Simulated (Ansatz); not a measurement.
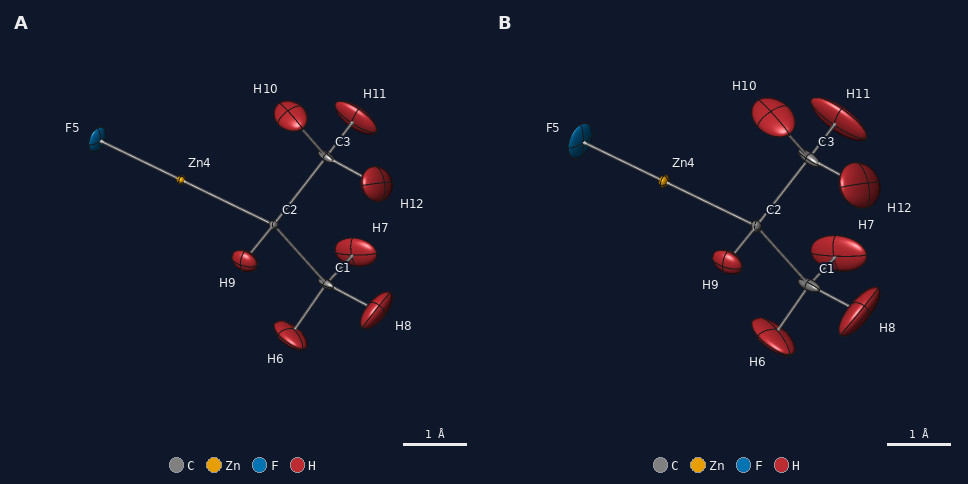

Displacement ellipsoids at the 50 % level, from the internal vibrations of the free molecule (harmonic, no overall translation or rotation; no half-axis is drawn under 0.075 Å). Vibrations computed with RKS PBE0-D4/def2-TZVP (Ansatz 0.2.0). One panel is for 298 K, the other for 600 K.

> Which panel is for 600 K?

B.

> How much does the mean-square displacement of F5 grow, and why?

U_eq goes from 0.0129 to 0.0253 Å², a factor of 2.0. Modes below kT (417 cm⁻¹ at 600 K) grow about in proportion to T, and the lowest lies at 93 cm⁻¹; the mean-square amplitude of a mode is its zero-point value times coth(ħω/2kT), which comes close to 1 only above about 3kT.
